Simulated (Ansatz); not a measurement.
# Calculations on SiNH4Cl

Part 1: Relaxation

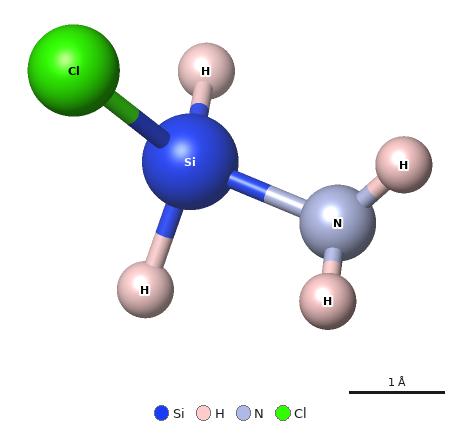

SiNH$_{4}$Cl, before the relaxation. Style: ball-and-stick. Shown from a free direction.

The run prepares an end point of a later path (reaction) calculation, from a guessed geometry.

The calculation used RKS PBE0-D4/cc-pVDZ in Ansatz 0.2.0.

Input
```yaml
crystal:
  periodic: [false, false, false]
  atoms:
    - { symbol: Si, position_ang: [0.174963, -0.010885, 0.270419] }
    - { symbol: H, position_ang: [0.178434, 0.324442, 1.688238] }
    - { symbol: "N", position_ang: [1.932639, -0.204532, 0.293259] }
    - { symbol: H, position_ang: [2.446636, -0.371584, -0.569886] }
    - { symbol: H, position_ang: [2.401546, 0.534019, 0.812816] }
    - { symbol: Cl, position_ang: [-0.638194, 1.532829, -0.886058] }
    - { symbol: H, position_ang: [-0.509723, -1.257588, -0.16109] }
basis:
  gaussian: { orbitals: cc-pVDZ }
hamiltonian:
  xc: pbe0
  dispersion: d4
relax:
  f_tol: 0.03
  max_steps: 50
```

Launched with:
```bash
ansatz run input.yaml --threads 1 --pin off --max-ram 2048MiB --backend cpu --events-out ev --progress --plain --runs-dir out
```

Predict the outcome.

After 5 geometry steps the energy has fallen by 0.233 eV. The largest force component goes from 1.6 to 0.011 eV/Å. The atom that moves furthest after the best rigid fit is H2 (0.33 Å). Largest moves by element: H 0.33 Å, Cl 0.11 Å, Si 0.10 Å, N 0.04 Å. Some distances before and after: Si1–N3 1.768 → 1.729 Å, Si1–H2 1.457 → 1.490 Å, Si1–Cl6 2.093 → 2.105 Å. Bond angles that change, for instance: H2–Si1–N3 90.6° → 108.3°, H2–Si1–Cl6 111.6° → 105.8°, H2–Si1–H7 118.5° → 113.5°.

Final geometry:

```xyz
7

Si    0.2375   -0.0056    0.3489
H    -0.1454    0.3115    1.7537
N     1.9567   -0.1742    0.2789
H     2.3587   -0.4587   -0.6109
H     2.5125    0.5820    0.6708
Cl   -0.5534    1.5512   -0.8267
H    -0.3803   -1.2595   -0.1670
```

The end point in the same view:

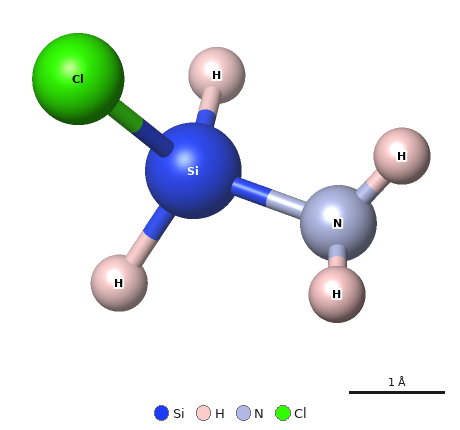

Part 2: Relaxation

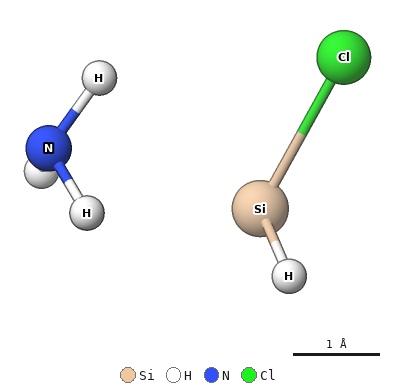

SiNH4Cl, before the relaxation. The picture is a ball-and-stick view, seen at a tilt.

The run prepares an end point of a later path (reaction) calculation, from a guessed geometry.

Theory: RKS PBE0-D4/cc-pVDZ (Ansatz 0.2.0).

Input
```yaml
crystal:
  periodic: [false, false, false]
  atoms:
    - { symbol: Si, position_ang: [-0.762926, -0.056681, 0.312363] }
    - { symbol: H, position_ang: [1.559929, -0.0323, 1.614517] }
    - { symbol: "N", position_ang: [2.20263, 0.011945, 0.801632] }
    - { symbol: H, position_ang: [2.025954, -0.79028, 0.19736] }
    - { symbol: H, position_ang: [1.997413, 0.863666, 0.277854] }
    - { symbol: Cl, position_ang: [-0.662041, 1.628538, -0.979306] }
    - { symbol: H, position_ang: [-0.374658, -1.078188, -0.77672] }
basis:
  gaussian: { orbitals: cc-pVDZ }
hamiltonian:
  xc: pbe0
  dispersion: d4
relax:
  f_tol: 0.03
  max_steps: 50
```

Run as
```bash
ansatz run input.yaml --threads 1 --pin off --max-ram 2048MiB --backend cpu --events-out ev --progress --plain --runs-dir out
```

Where does the relaxation end?

After 15 accepted moves (17 points after the start) the energy has fallen by 1.032 eV. The largest force component goes from 0.84 to 0.024 eV/Å. The line search rejected the trial steps at points 5, 16 of the run. The forces were under the threshold at step 11, but the run went on from there. The largest move after the best rigid fit is that of N3, 0.70 Å. By element the largest moves are N 0.70 Å, H 0.53 Å, Cl 0.50 Å, Si 0.34 Å. Some distances before and after: Si1–N3 3.006 → 2.075 Å, Si1–Cl6 2.126 → 2.190 Å, H2–N3 1.037 → 1.022 Å. Cost: 50 s on 1 thread of Arm Neoverse V1, with other jobs on the host, peak memory 0.14 GiB.

Final geometry:

```xyz
7

Si   -0.5090   -0.2870    0.2954
H     1.6947    0.4613    1.5082
N     1.5231   -0.0382    0.6334
H     2.0324   -0.9241    0.6769
H     1.9218    0.5262   -0.1214
Cl   -0.5722    1.7516   -0.5034
H    -0.1045   -0.9430   -1.0414
```

After the run, drawn alike:

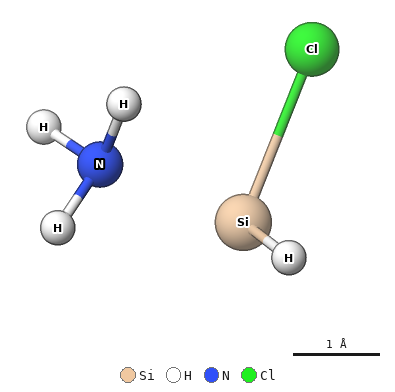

Limits of the set-up: the start holds two separate molecules, 2.6 Å apart at their closest, whose relative position is a soft coordinate.

Part 3: Path

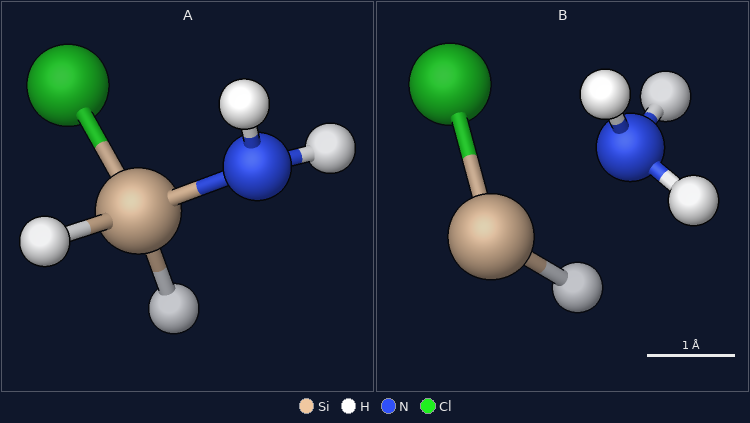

The two relaxed end points of a path for SiNH$_{4}$Cl. The picture is a ball-and-stick view, seen from a free direction.

Theory: RKS PBE0-D4/cc-pVDZ in Ansatz 0.2.0.

Run with 5 movable images; climbing image; force threshold 0.03 eV/Å; iteration limit 60.

Start:
```xyz
7

Si    0.2374   -0.0042    0.3491
H    -0.1445    0.3144    1.7538
N     1.9561   -0.1766    0.2788
H     2.3574   -0.4623   -0.6110
H     2.5137    0.5786    0.6702
Cl   -0.5504    1.5538   -0.8271
H    -0.3833   -1.2570   -0.1662
```

End:
```xyz
7

Si   -0.4622   -0.4380    0.1948
H     1.5580    0.5191    1.5694
N     1.5021    0.0259    0.6762
H     2.1036   -0.7990    0.7392
H     1.8842    0.6497   -0.0393
Cl   -0.7007    1.6004   -0.5705
H     0.1013   -1.0114   -1.1222
```

Question: What barrier does the band find between them, and by what path?

Answer: The highest point, image 3, lies 281.5 kJ/mol above the start and 173.9 kJ/mol above the end; the end is at +107.6 kJ/mol relative to the start. A hydrogen atom shifts from one atom to another. Breaking: Si1–H2 (1.49 → 1.63 at the top → 2.62 Å). Forming: H2–N3 (2.61 → 1.40 at the top → 1.02 Å). The band converged in 16 iterations. The largest component of the band force went from 6.4 to 0.0081 eV/Å. The climbing image converged on the top of the path. Its vibrational analysis gives one imaginary mode (1507i cm⁻¹), as a transition state must have.

Energies of the converged images:

| image | path (Å) | E (kJ/mol) |
| --- | --- | --- |
| 0 | 0.00 | 0.0 |
| 1 | 0.52 | 31.6 |
| 2 | 1.05 | 157.4 |
| 3 | 1.57 | 281.5 |
| 4 | 2.53 | 118.1 |
| 5 | 3.48 | 110.3 |
| 6 | 4.44 | 107.6 |

The geometry at the top of the path:

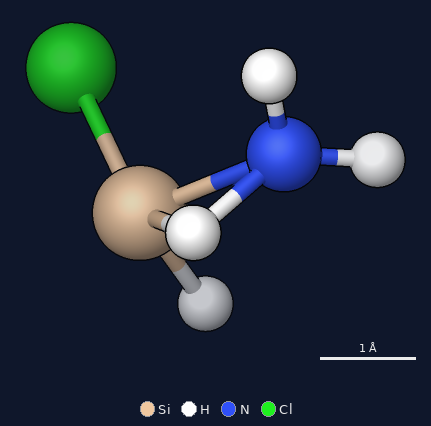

The run took 3.4 min on 1 thread of Arm Neoverse V1, with other jobs on the host, peak memory 0.14 GiB.
